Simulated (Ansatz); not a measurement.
**C2H6Si (SMILES C[Si]C) at CCSD(T)/6-311+G(d,p)**

What is the electronic atomisation energy of C2H6Si at CCSD(T)/6-311+G**? 

Program for the calculation: Ansatz 0.2.0.

34 further runs of the same task are left out: 34 set aside as unsound or not needed.

### Step 1. The system as given

C2H6Si: 9 atoms, total charge 0, spin state singlet. SMILES: `C[Si]C`. Geometry: relaxed at PBE0-D4/def2-TZVP.

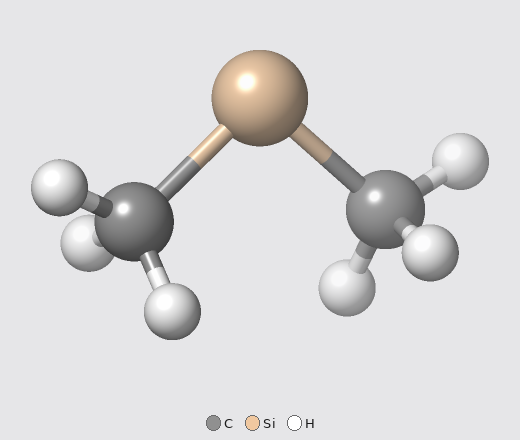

The structure, seen from a chosen angle (carbon grey, silicon light orange, hydrogen white).

### Step 2. The energy at CCSD(T)/6-311+G(d,p)

Contents of run.yaml:

```yaml
crystal:
  periodic: [false, false, false]
  atoms:
    - {symbol: C, position_ang: [-0.527400, 1.047300, -0.805300]}
    - {symbol: Si, position_ang: [0.896800, -0.199700, -0.912800]}
    - {symbol: C, position_ang: [0.601900, -1.069400, 0.746000]}
    - {symbol: H, position_ang: [-1.430700, 0.480400, -1.082200]}
    - {symbol: H, position_ang: [-0.439700, 1.875000, -1.511000]}
    - {symbol: H, position_ang: [-0.703500, 1.436700, 0.202600]}
    - {symbol: H, position_ang: [-0.455600, -1.193000, 1.001000]}
    - {symbol: H, position_ang: [1.117900, -2.026600, 0.837300]}
    - {symbol: H, position_ang: [1.028800, -0.397000, 1.507100]}
basis:
  gaussian:
    orbitals: 6-311+G_st__st_-spherical.json
total_charge: 0
correlation:
  method: ccsd_t
  frozen_orbitals: {C: 1, H: 0, Si: 5}
accuracy: high
scf:
  omitted_lower_state_checks: [cluster_reference, increment]
```

The basis set 6-311+G** is read from a file made from the Basis Set Exchange's data (not shown).

The run is started by

```console
$ ansatz run run.yaml --threads 1 --pin off --max-ram 3480MiB --events-out events.jsonl --progress --plain --runs-dir runs
```

Log:

```text
Warning: RAYON_NUM_THREADS=1 ignored (pool sized by the plan → 1); use --threads N
[... 11 lines left out ...]
7 core orbitals not correlated: weight in the atoms' cores, before any rotation towards them, 1.000 or more for the frozen orbitals, at most 0.000 for the correlated occupied ones
[... 25 lines left out ...]
Total energy: -10030.00390889 eV, -368.5958450710 hartree
Checks for a lower state left out: cluster_reference, increment
```

It took 21 s on 1 thread of Arm Neoverse V2, shared host; peak memory 0.95 GiB.

### Step 3. The C atom

Contents of job.yaml:

```yaml
crystal:
  periodic: [false, false, false]
  atoms:
    - {symbol: C, position_ang: [0.000000, 0.000000, 0.000000]}
basis:
  gaussian: {orbitals: 6-311+G_st__st_.json}
magnetization: {spin_polarized: true, initial_magnetization: 2}
correlation: {method: ccsd_t, frozen_orbitals: {C: 1}}
accuracy: high
scf: {omitted_lower_state_checks: [cluster_reference, increment]}
```

The basis set 6-311+G** is read from a file made from the Basis Set Exchange's data (not shown).

Run the same way, it converges to -37.76764 Eh (log not shown).

### Step 4. The H atom: the energy at UHF/6-311+G(d,p)

Contents of input.yaml:

```yaml
basis:
  gaussian: {orbitals: 6-311+G_st__st_.json}
crystal:
  periodic: [false, false, false]
  atoms:
    - {symbol: H, position_ang: [0.000000, 0.000000, 0.000000]}
hamiltonian: {xc: hf}
magnetization: {spin_polarized: true, initial_magnetization: 1}
accuracy: high
```

The basis set 6-311+G** is read from a file made from the Basis Set Exchange's data (not shown).

Run the same way, it converges to -0.49981 Eh (log not shown).

### Step 5. The Si atom, same level

Contents of job.yaml:

```yaml
crystal:
  periodic: [false, false, false]
  atoms:
    - symbol: Si
      position_ang: [0.000000, 0.000000, 0.000000]
basis:
  gaussian:
    orbitals: 6-311+G_st__st_-spherical.json
magnetization:
  spin_polarized: true
  initial_magnetization: 2
correlation:
  method: ccsd_t
  frozen_orbitals: {Si: 5}
accuracy: high
scf:
  omitted_lower_state_checks: [cluster_reference, increment]
```

The basis set 6-311+G** is read from a file made from the Basis Set Exchange's data (not shown).

Run the same way, it converges to -288.90957 Eh (log not shown).

### Step 6. Outcome

At CCSD(T)/6-311+G**, 7 core orbitals frozen:

```
                                             quantity          value
                               molecule: total energy  -368.59585 Eh
molecule: correlation energy (7 core orbitals frozen)     -458.0 mEh
                             molecule: (T) correction     -14.27 mEh
                              molecule: T1 diagnostic          0.012
                                 C atom: total energy   -37.76764 Eh
   C atom: correlation energy (1 core orbital frozen)      -78.1 mEh
                               C atom: (T) correction      -1.14 mEh
            C atom: ⟨S²⟩ of the reference determinant          2.008
                                C atom: T1 diagnostic          0.008
                                 H atom: total energy    -0.49981 Eh
                                         H atom: ⟨S²⟩          0.750
                                Si atom: total energy  -288.90957 Eh
 Si atom: correlation energy (5 core orbitals frozen)      -59.1 mEh
                              Si atom: (T) correction      -0.93 mEh
           Si atom: ⟨S²⟩ of the reference determinant          2.006
                               Si atom: T1 diagnostic          0.010
                        electronic atomisation energy      31.351 eV
```

What this shows: Taking the molecule apart into free atoms costs 31.35 eV (3025 kJ/mol), before zero-point energy and without spin-orbit coupling. The restricted solution (molecule) is unstable to spin breaking: an unrestricted one lies lower. The triples (molecule) make up 3.1 % of the correlation energy. The triples (C atom) make up 1.5 % of the correlation energy. The triples (Si atom) make up 1.6 % of the correlation energy.
